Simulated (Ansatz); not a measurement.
**MoS2: response to strain**

The parent structure is MoS2 (space group P6_3/mmc, No. 194; a = 3.109 Å, c = 11.709 Å; layered, stacked along the Cartesian z axis). Axes: x lies along a and z along c of the hexagonal cell.

Strains are applied to the cell and any free atomic positions relax; under biaxial strain the out-of-plane vector relaxes too.

Level of theory: DFT with PBEsol-D3(BJ), PAW potentials and a 420 eV plane-wave cutoff in Ansatz (a first-principles code), spin-orbit coupling left out.

Notes on the quantities. in-plane stress: mean in-plane stress (compression positive).

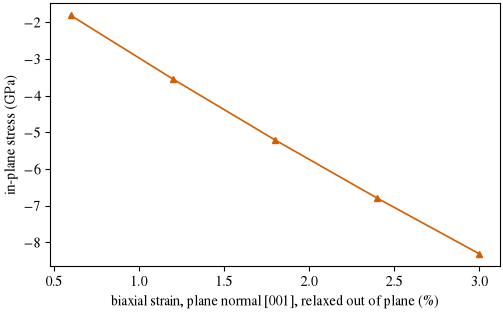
Figure: in-plane stress against biaxial strain, plane normal [001], relaxed out of plane

### Question
From the plot, what is the in-plane stress for biaxial strain +1.80 %, plane normal [001], relaxed out of plane?

### Answer
About -5.2 GPa.

### Question
Is the trend monotonic over the range shown?

### Answer
Yes, it falls throughout, spanning -8.3 GPa to -1.8 GPa.

Stability against distortions was not tested.
